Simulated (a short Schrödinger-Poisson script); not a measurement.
System: symmetric double-gate stack, SiO2 on p-type Si(111), at 300 K.

```
layer  material  thickness (nm)  Na (cm⁻³)
-----  --------  --------------  ---------
1          SiO2             2.6          -
2            Si               2       3e18
3          SiO2             2.6          -
```

Constants are typed, rounded textbook-type inputs, not results; the design itself was drawn at random and stands for no fabricated device. SiO2: permittivity 3.9, conduction-band edge (eV) 3.15, gap (eV) 9, electron mass (mₑ) 0.5. Si: permittivity 11.7, conduction-band edge (eV) 0, gap (eV) 1.124, Nv at 300 K (cm⁻³) 3.1e19.

Channel valleys (confinement mass, in-plane density-of-states mass, number): Δ6 0.258, 0.358, 6. At the gates, both at one voltage, the conduction-band edge of layer 1 lies 3.7 eV − eVg above the Fermi level of the channel. Gaps are held at their typed values at every temperature. Mesh 0.03 nm at interfaces.

Solved with a short Schrödinger-Poisson script written for these runs: 1D Poisson equation in equilibrium, electrons quantum, Hartree (BenDaniel-Duke, 12 states a valley, the channel's in-plane mass for all, wave functions ending at the dielectric), parabolic valleys, classical holes, full ionisation, no traps, pinning or gate leakage.

Only gate voltages with over 1e8 electrons/cm² are shown.

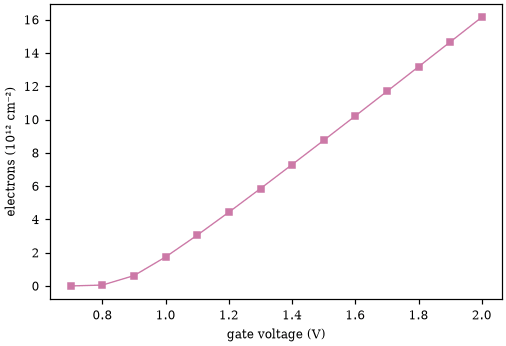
Fig. 1. Sheet density against gate voltage

| Vg (V) | electrons (cm⁻²) | C (μF/cm²) | Δ6 E0 (meV) | Δ6 E1 (meV) |
|---|---|---|---|---|
| 0.7 | 1.32e9 | 0.00834 | 252.6 | 1344.2 |
| 0.8 | 5.53e10 | 0.305 | 156.1 | 1247.6 |
| 0.9 | 6.25e11 | 1.51 | 93.1 | 1184.0 |
| 1 | 1.75e12 | 2.00 | 65.9 | 1155.7 |
| 1.1 | 3.06e12 | 2.17 | 50.7 | 1139.3 |
| 1.2 | 4.44e12 | 2.25 | 40.2 | 1127.5 |
| 1.3 | 5.86e12 | 2.29 | 32.3 | 1118.1 |
| 1.4 | 7.30e12 | 2.32 | 25.7 | 1110.2 |
| 1.5 | 8.75e12 | 2.34 | 20.2 | 1103.2 |
| 1.6 | 1.02e13 | 2.36 | 15.3 | 1096.9 |
| 1.7 | 1.17e13 | 2.37 | 10.9 | 1091.1 |
| 1.8 | 1.32e13 | 2.38 | 6.9 | 1085.7 |
| 1.9 | 1.47e13 | 2.38 | 3.3 | 1080.5 |
| 2 | 1.62e13 | 2.39 | -0.2 | 1075.7 |

Subbands count from the Fermi level. The capacitance is that of both gates.
